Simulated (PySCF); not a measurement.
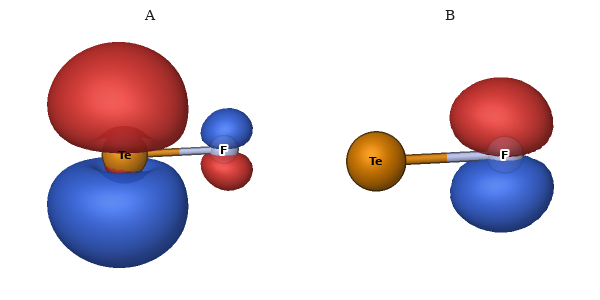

Figure. TeF (charge −1). Two frontier orbitals, each drawn at the value that holds 80 % of its norm (blue and red are the two phases), in no order; of a degenerate pair one member is drawn.

Core potentials replace the inner electrons of Te.

The calculation used PBE0/aug-cc-pVDZ(-PP), non-relativistic Hamiltonian with scalar-relativistic core potentials where named, at a bond length of 2.035 Å (PySCF).

Label each orbital by symmetry, say whether it is occupied, and order them by energy.

Answer. Orbital B: π, occupied, −5.47 eV; mainly on F (90 %).
Orbital A: π, occupied, −0.41 eV; mainly on Te (95 %).
